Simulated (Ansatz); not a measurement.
Breaking a bond in C2HN (SMILES C#C[N])

The species is C2HN (4 atoms), meant as a triplet with charge 0. As SMILES, `C#C[N]`. Geometry: relaxed at GFN2-xTB.

| atom | x (Å) | y (Å) | z (Å) |
| --- | --- | --- | --- |
| C | -0.3955 | 0.4756 | -0.2642 |
| C | 0.3561 | -0.4196 | 0.2359 |
| N | 1.0731 | -1.2601 | 0.6994 |
| H | -1.0336 | 1.2041 | -0.6711 |

The C1–C2 distance is scanned; the parts on either side stay rigid. Basis STO-3G, 3 core orbitals frozen in the correlated methods; program Ansatz 0.2.0. FCI is exact within this basis and core. Energies in eV from each method's value at 1.271 Å; open shells run as named. The shape above is that at 1.271 Å.

```csv
distance (Å),UPBE,UCAM-B3LYP,UB2PLYP,RPA@PBE,UCCSD,FCI
1.271,0.00,0.00,0.00,0.00,0.00,0.00
1.589,1.08,1.23,0.98,0.71,0.70,0.67
1.907,3.32,3.57,3.15,2.60,2.73,2.62
2.543,6.25,6.34,5.78,4.96,5.11,4.98
3.178,6.68,6.72,6.00,4.99,5.36,5.34
```

Departure from the FCI curve at its largest: UPBE +1.34 eV at 3.18 Å; UCAM-B3LYP +1.38 eV at 3.18 Å; UB2PLYP +0.80 eV at 2.54 Å; RPA@PBE -0.35 eV at 3.18 Å; UCCSD +0.13 eV at 2.54 Å. For the functionals part of the departure is owed to the small basis.

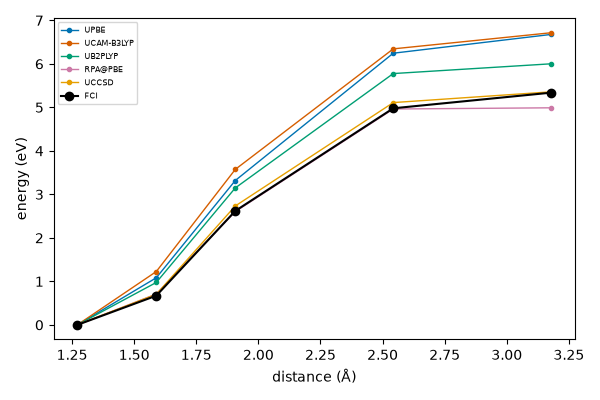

The curves of the table.
